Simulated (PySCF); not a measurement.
# I4Zr, SMILES `I[Zr](I)(I)I`: electronic structure

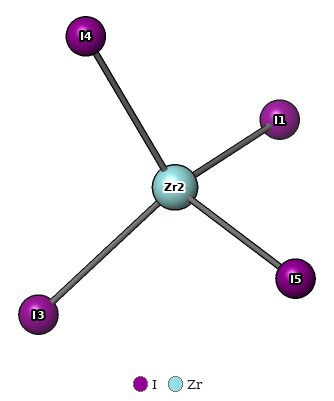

The molecule, with its atoms numbered as below. No frequency check shows the geometry to be a minimum.

Cartesian coordinates (Å):

```
I1      -1.7220   -1.4949   -1.6105
Zr2     -0.0018    0.0002   -0.0011
I3       1.7225    1.4949   -1.6106
I4       1.4974   -1.7199    1.6108
I5      -1.4966    1.7197    1.6110
```

### 1. Bonding charge

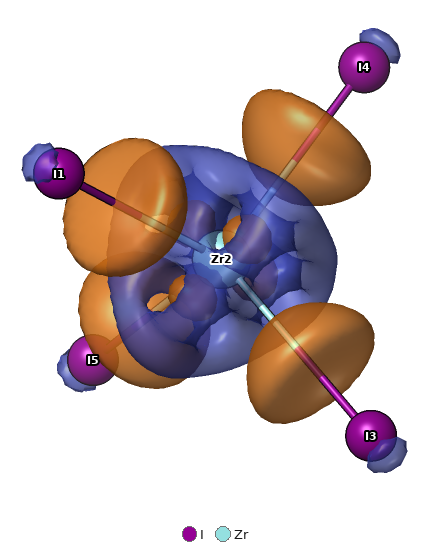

Deformation density (molecule less spherical, spin-averaged free atoms at the same positions), surfaces at ±0.04 e/Å³; orange: gain, blue: loss.

Computed with PySCF, PBE/def2-TZVP, geometry: GFN2-xTB. Core potentials replace the inner electrons of I and Zr; spin–orbit coupling isn't included. This is a single-reference result, which may miss multireference character in this system.

Describe the bonding that the map shows.

Answer. I1–Zr2, Zr2–I5, Zr2–I3 and Zr2–I4: +0.09 e/Å³ at the bond critical point (bond length 2.79 Å, Mayer order 1.3). In all, 1.0 electrons gather in the regions of gain relative to the promolecule. A small or negative value marks a very polar bond, one between electron-rich atoms, whose free-atom densities already overlap strongly, a long bond to a heavier atom, or a closed-shell contact such as a hydrogen bond.

### 2. Bond critical points

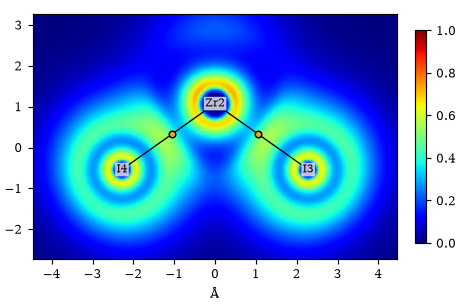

Localised orbital locator (LOL) in the plane of Zr2, I3 and I4, with bond paths and bond critical points (dots).

What values does LOL take at the bond critical points in this plane?

Answer. Zr2–I3 and Zr2–I4: about 0.44. Values above 0.5 mark slow, localised electrons, as in shared pairs; low values at a critical point mark a polar or closed-shell contact whose critical point lies between the shells.

Where along Zr2–I3 does the critical point lie?

Answer. 1.28 Å from Zr2 and 1.51 Å from I3.

### 3. Electrostatic potential

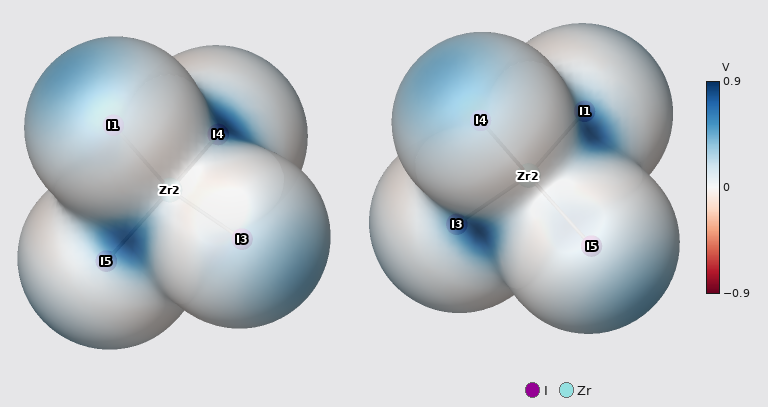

Electrostatic potential on the surface of electron density 0.001 a.u. (back view left, front view right).

Where are the extremes of the potential on the surface?

Answer. Highest: 0.88 V, 2.5 Å from Zr2, and at like points elsewhere. Further maxima include 0.75 V, 2.5 Å from Zr2; 0.45 V, 2.3 Å from I1. Lowest: −0.06 V, 2.4 Å from I3, and at like points elsewhere. The surface is sampled at points, so like sites can differ by a few per cent and only the strongest of them is named.

Does I1 carry a σ-hole?

Answer. Yes: a local maximum of +0.45 V lies on the extension of the Zr2–I1 bond.

### 4. In an electric field

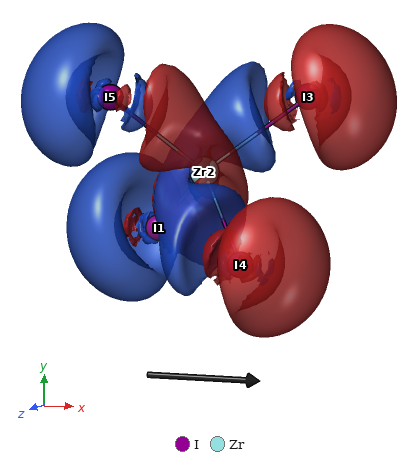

Change of the electron density in a uniform field of 0.21 V/Å along +x (arrow), surfaces at ±0.0015 e/Å³ (blue: gain, red: loss).

Method: PBE/def2-TZVP; geometry: GFN2-xTB; program: PySCF. Core potentials replace the inner electrons of I and Zr; spin–orbit coupling isn't included. This is a single-reference result, which may miss multireference character in this system. A basis without diffuse functions makes polarisabilities too small.

How large is the response?

Answer. The induced dipole is 2.06 D (along the field); α along this axis, from the fields in both directions, is 203 bohr³ (30.0 Å³).

Which atoms gain and lose the most charge?

Answer. Electrons gather most on I1 (Hirshfeld charge changes by −0.035 e) and leave I3 most (+0.036 e); 0.128 electrons are displaced in all.
